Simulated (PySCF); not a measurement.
# UCCSDT/STO-3G run of N2H3 (hydrazinyl radical)

What is the energy change on altering one bond length of N2H3 (hydrazinyl radical) at UCCSDT/STO-3G? 

The results are computed with PySCF 2.14.0.

7 further runs of the same task are left out: 7 set aside as unsound or not needed.

## Step 1: The molecule

The species is N2H3 (5 atoms), meant as a doublet with charge 0. As SMILES, `[NH]N`. The shape is that of a PBE0-D4/def2-TZVP optimisation. This is one conformer, not always the lowest.

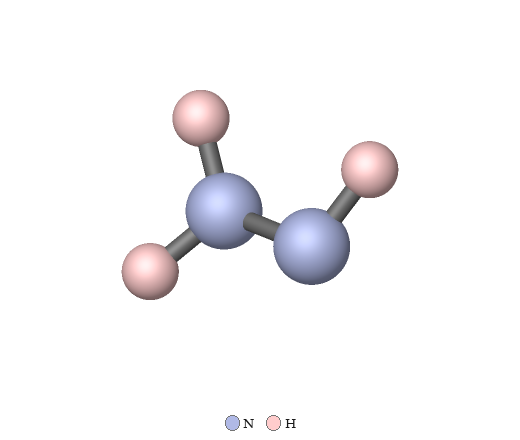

The structure, seen from a chosen angle (nitrogen light blue, hydrogen pink).

## Step 2: The energy at UCCSDT/STO-3G

Contents of run.py:

```python
from pyscf import gto, cc

system = gto.Mole()
system.atom = '''
N   -0.187600  -0.818050   0.454040
N   -0.128660   0.235610  -0.368450
H    0.759840  -0.951450   0.811270
H   -1.030950   0.592300  -0.640030
H    0.587360   0.941580  -0.256830
'''
system.basis = 'sto-3g'
system.verbose = 3
system.charge = 0
system.max_memory = 1860
system.spin = 1
system.build()

mf = system.UHF()
mf.conv_tol = 1e-10
mf.kernel()
if not mf.converged:
    mf = mf.newton().run(mf.mo_coeff, mf.mo_occ)

mycc = cc.CCSDT(mf, frozen=2)
mycc.kernel()
energy = mycc.e_tot
print(f'total energy: {energy:.8f} hartree')
```

The run is started by

```console
OMP_NUM_THREADS=1 python run.py
```

The program printed:

```text
converged SCF energy = -109.144474835264  <S^2> = 0.7552556  2S+1 = 2.0052487
_make_eris_incore_UCCSDT

WARN: A large `blksize_v_aaa` is being used, which may cause large memory consumption
      for storing contraction intermediates. If memory is sufficient, consider using
      `pyscf.cc.uccsdt_highm.UCCSDT` instead.

WARN: A large `blksize_v_aab` is being used, which may cause large memory consumption
      for storing contraction intermediates. If memory is sufficient, consider using
      `pyscf.cc.uccsdt_highm.UCCSDT` instead.

UCCSDT converged
E(UCCSDT) = -109.2501006826461   E_corr = -0.1056258473825781
E_corr(same-spin) = -0.0110464829550322
E_corr(oppo-spin) = -0.094579364427546
total energy: -109.25010068 hartree
```

It took 1.5 s on 1 thread of Arm Neoverse V1, shared host; peak memory 0.12 GiB.

## Step 3: The distorted shape, same level

Contents of calc.py:

```python
from pyscf import gto, cc

molecule = gto.Mole()
molecule.atom = '''
N     -0.013551    -1.680679     0.960637
N      0.097829     0.310450    -0.593644
H      1.776851    -1.932768     1.635703
H     -1.948213     1.119285    -1.209481
H      1.450911     1.644540    -0.382713
'''
molecule.basis = 'sto-3g'
molecule.charge = 0
molecule.max_memory = 1860
molecule.spin = 1
molecule.unit = 'bohr'
molecule.verbose = 3
molecule.build()

calc0 = molecule.UHF()
calc0.conv_tol = 1e-10
calc0.kernel()
if not calc0.converged:
    calc0 = calc0.newton().run(calc0.mo_coeff, calc0.mo_occ)

mycc = cc.CCSDT(calc0, frozen=2)
mycc.kernel()
e_final = mycc.e_tot
print('Final energy', e_final)
```

The run is started by

```console
OMP_NUM_THREADS=1 python calc.py
```

The program printed:

```text
converged SCF energy = -109.117291138955  <S^2> = 0.7556073  2S+1 = 2.0055995
_make_eris_incore_UCCSDT

WARN: A large `blksize_v_aaa` is being used, which may cause large memory consumption
      for storing contraction intermediates. If memory is sufficient, consider using
      `pyscf.cc.uccsdt_highm.UCCSDT` instead.

WARN: A large `blksize_v_aab` is being used, which may cause large memory consumption
      for storing contraction intermediates. If memory is sufficient, consider using
      `pyscf.cc.uccsdt_highm.UCCSDT` instead.

UCCSDT converged
E(UCCSDT) = -109.2347067433713   E_corr = -0.1174156044160194
E_corr(same-spin) = -0.0120432116668552
E_corr(oppo-spin) = -0.105372392749164
Final energy -109.23470674337132
```

Run time: 1.5 s. Hardware: 1 thread of Arm Neoverse V1, shared host; peak memory 0.12 GiB.

## Step 4: Summary of results

At UCCSDT/STO-3G, 2 core orbitals frozen:

```
                                                                   quantity          value
                                                  first shape: total energy  -109.25010 Eh
                          first shape: dipole moment (Hartree–Fock density)         2.16 D
    first shape: HOMO energy (Hartree–Fock orbitals) (highest over α and β)       -7.60 eV
     first shape: LUMO energy (Hartree–Fock orbitals) (lowest over α and β)        9.50 eV
                   first shape: correlation energy (2 core orbitals frozen)     -105.6 mEh
                             first shape: ⟨S²⟩ of the reference determinant          0.755
                                                 first shape: T1 diagnostic          0.018
                                              distorted shape: total energy  -109.23471 Eh
                      distorted shape: dipole moment (Hartree–Fock density)         2.17 D
distorted shape: HOMO energy (Hartree–Fock orbitals) (highest over α and β)       -7.42 eV
 distorted shape: LUMO energy (Hartree–Fock orbitals) (lowest over α and β)        9.43 eV
               distorted shape: correlation energy (2 core orbitals frozen)     -117.4 mEh
                         distorted shape: ⟨S²⟩ of the reference determinant          0.756
                                             distorted shape: T1 diagnostic          0.019
          energy change with the N2–H4 bond stretched from 1.008 to 1.209 Å       0.419 eV
```

**Reading.** With the N2–H4 bond stretched from 1.008 to 1.209 Å the energy rises by 0.42 eV (40.4 kJ/mol). The first shape isn't relaxed at this level, so the change isn't measured from a minimum. The minimal basis adds a large error of its own. Mulliken charges (first shape) of the mean-field density run from -0.35 on N2 to +0.20 on H4; they depend strongly on the basis.
